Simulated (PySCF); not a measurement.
## SiBr$_{4}$: geometry relaxation

SiBr$_{4}$, computed with PBE0-D3(BJ)/def2-SVP geometry optimisation, gas phase (PySCF 2.14.0).

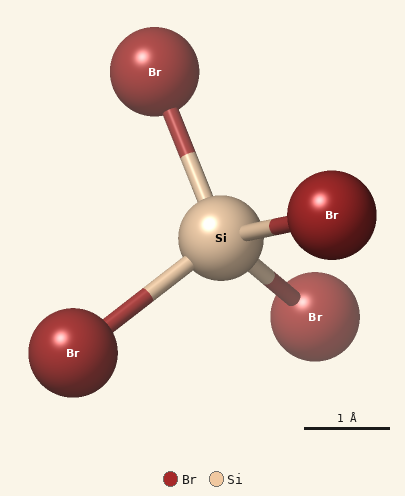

Fig. 1: The starting structure (ball-and-stick view, seen at a tilt). Bond lengths as drawn: Br–Si 2.19 to 2.32 Å.

## The input
```
{"job": {"xc": "PBE0", "basis": "def2-SVP", "d3": "d3bj", "grid": 1, "shake": 0.03, "kind": "geom"}, "charge": 0, "multiplicity": 1}
Br    -1.107890    -1.555810    -1.140430
Si    -0.012950    -0.012220    -0.014080
Br    -1.162320     1.904490     0.064320
Br     2.046510     0.338410    -1.014650
Br     0.328750    -0.779640     2.008350
```

The first line tells a small driver script what to run in PySCF; the rest is the geometry in Å.

Machine: 1 CPU thread, shared host.

Command:
```bash
OMP_NUM_THREADS=1 python <driver script> task.json out
```

## Log
```
step   0  E = -10583.66535377  max force = 0.025782
step   1  E = -10583.66927628  max force = 0.004784
step   2  E = -10583.66935705  max force = 0.000684
step   3  E = -10583.66935869  max force = 0.001315
step   4  E = -10583.66934975  max force = 0.001798
step   5  E = -10583.66935627  max force = 0.001208
step   6  E = -10583.66935973  max force = 0.000970
step   7  E = -10583.66936387  max force = 0.000634
step   8  E = -10583.66936840  max force = 0.000542
step   9  E = -10583.66936729  max force = 0.000546
optimisation converged
```

## Trajectory as extended XYZ (Å, eV, eV/Å), 10 frames, from step=0 to step=9
```
5
Properties=species:S:1:pos:R:3:forces:R:3 step=0 energy=-287996.20345
Br   -1.1079   -1.5558   -1.1404    0.0174   0.1431  -0.0496
Si   -0.0129   -0.0122   -0.0141    0.9243   0.4890  -0.6366
Br   -1.1623    1.9045    0.0643    0.3409  -0.5161  -0.0428
Br    2.0465    0.3384   -1.0147   -1.3258  -0.1580   0.5485
Br    0.3287   -0.7796    2.0084    0.0431   0.0420   0.1804
5
Properties=species:S:1:pos:R:3:forces:R:3 step=1 energy=-287996.31019
Br   -1.1026   -1.5318   -1.1644   -0.0795  -0.0249  -0.0133
Si    0.0031   -0.0209   -0.0133    0.2460   0.0386  -0.1154
Br   -1.1167    1.8707    0.0555   -0.0543   0.0169   0.0370
Br    1.9489    0.3387   -1.0000   -0.1019  -0.0227   0.0146
Br    0.3594   -0.7614    2.0256   -0.0103  -0.0079   0.0772
5
Properties=species:S:1:pos:R:3:forces:R:3 step=2 energy=-287996.31238
Br   -1.1172   -1.5264   -1.1575   -0.0301  -0.0014   0.0033
Si    0.0141   -0.0212   -0.0171    0.0352  -0.0085  -0.0086
Br   -1.1163    1.8657    0.0677   -0.0256   0.0151   0.0305
Br    1.9421    0.3353   -1.0173    0.0130  -0.0059  -0.0329
Br    0.3694   -0.7582    2.0278    0.0075   0.0008   0.0077
5
Properties=species:S:1:pos:R:3:forces:R:3 step=3 energy=-287996.31243
Br   -1.1382   -1.5186   -1.1464    0.0067   0.0154   0.0068
Si    0.0218   -0.0210   -0.0204   -0.0676  -0.0142   0.0350
Br   -1.1162    1.8628    0.0916    0.0151  -0.0045   0.0183
Br    1.9349    0.3306   -1.0458    0.0161   0.0011  -0.0282
Br    0.3899   -0.7585    2.0244    0.0298   0.0022  -0.0319
5
Properties=species:S:1:pos:R:3:forces:R:3 step=4 energy=-287996.31218
Br   -1.1549   -1.5115   -1.1389    0.0145   0.0190   0.0071
Si    0.0236   -0.0211   -0.0215   -0.0925  -0.0107   0.0433
Br   -1.1144    1.8619    0.1151    0.0288  -0.0132   0.0112
Br    1.9247    0.3282   -1.0691    0.0111   0.0077  -0.0229
Br    0.4131   -0.7623    2.0180    0.0380  -0.0028  -0.0387
5
Properties=species:S:1:pos:R:3:forces:R:3 step=5 energy=-287996.31236
Br   -1.1600   -1.5090   -1.1375    0.0062   0.0157   0.0065
Si    0.0217   -0.0212   -0.0211   -0.0621  -0.0022   0.0257
Br   -1.1135    1.8625    0.1244    0.0257  -0.0145   0.0098
Br    1.9202    0.3276   -1.0765   -0.0055   0.0095  -0.0158
Br    0.4238   -0.7646    2.0142    0.0357  -0.0085  -0.0262
5
Properties=species:S:1:pos:R:3:forces:R:3 step=6 energy=-287996.31246
Br   -1.1597   -1.5092   -1.1378    0.0019   0.0138   0.0069
Si    0.0207   -0.0213   -0.0207   -0.0499  -0.0014   0.0202
Br   -1.1130    1.8629    0.1239    0.0208  -0.0126   0.0119
Br    1.9195    0.3275   -1.0758   -0.0056   0.0094  -0.0170
Br    0.4246   -0.7647    2.0139    0.0328  -0.0093  -0.0220
5
Properties=species:S:1:pos:R:3:forces:R:3 step=7 energy=-287996.31257
Br   -1.1595   -1.5094   -1.1382   -0.0038   0.0108   0.0072
Si    0.0193   -0.0215   -0.0201   -0.0326  -0.0014   0.0135
Br   -1.1122    1.8635    0.1229    0.0126  -0.0081   0.0156
Br    1.9185    0.3277   -1.0747   -0.0045   0.0085  -0.0192
Br    0.4260   -0.7651    2.0136    0.0283  -0.0097  -0.0171
5
Properties=species:S:1:pos:R:3:forces:R:3 step=8 energy=-287996.31269
Br   -1.1581   -1.5099   -1.1392   -0.0145   0.0045   0.0043
Si    0.0167   -0.0216   -0.0192    0.0157   0.0061  -0.0107
Br   -1.1121    1.8643    0.1213    0.0033  -0.0029   0.0191
Br    1.9191    0.3281   -1.0721   -0.0279   0.0049  -0.0108
Br    0.4264   -0.7657    2.0127    0.0234  -0.0126  -0.0018
5
Properties=species:S:1:pos:R:3:forces:R:3 step=9 energy=-287996.31266
Br   -1.1604   -1.5095   -1.1379   -0.0129   0.0040   0.0074
Si    0.0168   -0.0221   -0.0189   -0.0051  -0.0073   0.0077
Br   -1.1098    1.8646    0.1201   -0.0067   0.0054   0.0259
Br    1.9158    0.3287   -1.0729    0.0067   0.0056  -0.0281
Br    0.4298   -0.7664    2.0131    0.0180  -0.0077  -0.0129
```

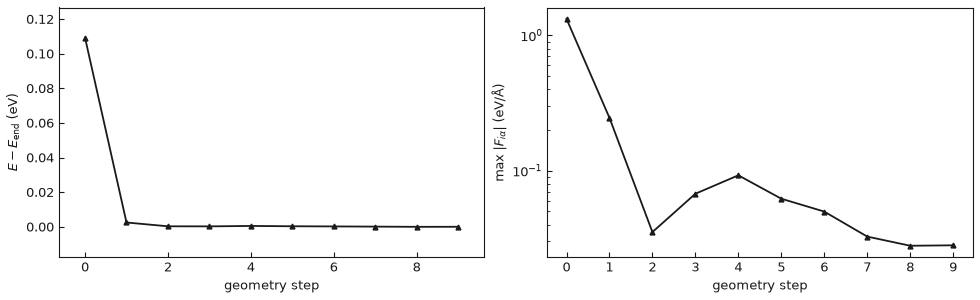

Fig. 2: Progress of the relaxation, step by step (steps are counted from 0).

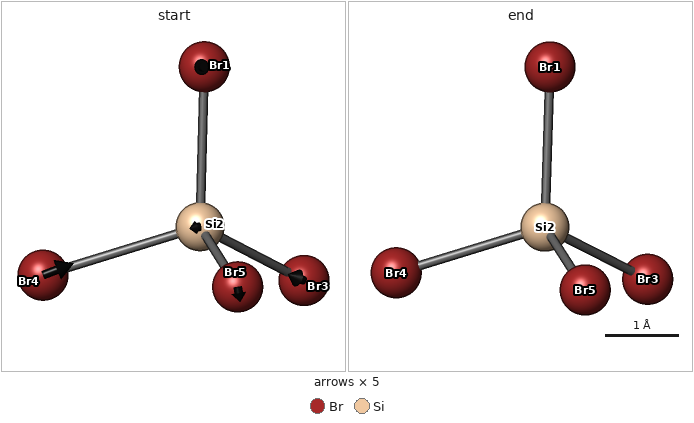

Fig. 3: Before (left) and after (right) the relaxation, at one scale (ball-and-stick view, seen at a tilt). The black arrows give the displacements, magnified 5 times. After 9 geometry steps the energy has fallen by 0.109 eV. The largest force component goes from 1.3 to 0.028 eV/Å. The atom that moves furthest after the best rigid fit is Br4 (0.091 Å). Largest moves by element: Br 0.091 Å, Si 0.032 Å. Distances before and after: Si2–Br4 2.316 → 2.200 Å, Si2–Br3 2.236 → 2.202 Å, Si2–Br5 2.190 → 2.203 Å. Among the angles that change: Br1–Si2–Br5 107.7° → 109.9°. (Atoms are counted from 1 in the order of the input.)

## Key numbers

| quantity | value |
| --- | --- |
| outcome | converged |
| total energy | −10583.669367 hartree |
| dipole moment | 0.01 D |
| point group | Td |
| wall time | 88 s |
| peak memory | 0.81 GiB |
